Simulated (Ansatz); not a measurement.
# C2H6FNSn: small, medium and large basis sets

Aim: see how fast density functionals converge with the basis set for C2H6FNSn.

Computed with Ansatz 0.2.0, Gaussian basis. Level: one geometry, several basis sets.

The runs, in order: PBE0-D4/def2-SVP; ωB97M-V/def2-SVP; PBE0-D4/def2-QZVPP; ωB97M-V/def2-QZVPP; the functionals' def2-TZVPP values are taken from earlier runs.

## (1) The relaxed structure

The geometry comes from an earlier relaxation with PBE0-D4 in a triple-zeta def2 set; it is a stationary point, not always the lowest conformer. Sn takes the def2 core potential; no spin-orbit term is included.

SMILES `C[N](C)[Sn][F]`, 11 atoms, charge 0, spin multiplicity 1.

Atoms are counted from 1 here; the program's logs count them from 0.

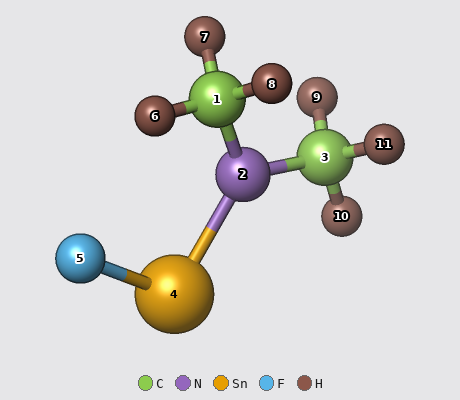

The structure; carbon green, nitrogen purple, tin amber, fluorine blue, hydrogen brown; atoms are numbered from 1 in the order of the file.

## (2) PBE0-D4 in def2-SVP

File in.yaml:

```yaml
crystal:
  periodic: [false, false, false]
  atoms:
    - {symbol: C, position_ang: [-0.965579, -0.045803, 0.614336]}
    - {symbol: N, position_ang: [0.177903, 0.190825, -0.229517]}
    - {symbol: C, position_ang: [1.171873, -0.847212, -0.153274]}
    - {symbol: Sn, position_ang: [0.432137, 1.794942, -1.427205]}
    - {symbol: F, position_ang: [-1.277803, 2.599710, -0.919463]}
    - {symbol: H, position_ang: [-1.682138, 0.770088, 0.515535]}
    - {symbol: H, position_ang: [-0.669948, -0.124670, 1.670243]}
    - {symbol: H, position_ang: [-1.468344, -0.986129, 0.346806]}
    - {symbol: H, position_ang: [1.562568, -0.960853, 0.867942]}
    - {symbol: H, position_ang: [2.020361, -0.625576, -0.809451]}
    - {symbol: H, position_ang: [0.764269, -1.822424, -0.455351]}
basis:
  gaussian: {orbitals: def2-SVP}
hamiltonian: {xc: pbe0, dispersion: d4}
output: {orbitals: {seedname: orbitals}}
```

Command:

```
$ ansatz run in.yaml --threads 4 --pin off --events-out ev --progress --plain --max-ram 10444MiB
```

After this run come: ωB97M-V in def2-SVP; PBE0-D4 in def2-QZVPP; ωB97M-V in def2-QZVPP.

**Question.** What will the summary of the whole plan be? Wanted: PBE0-D4: double and triple zeta above quadruple; ωB97M-V: double and triple zeta above quadruple.

As calculated:

| quantity | value |
| --- | --- |
| PBE0-D4: double and triple zeta above quadruple | 8.29, 0.43 eV |
| ωB97M-V: double and triple zeta above quadruple | 8.59, 0.42 eV |

**Reading.** PBE0-D4 gains 7.86 eV from double to triple zeta, then 0.43 eV more. Total energies overstate the basis error of differences, where much of it tends to cancel.
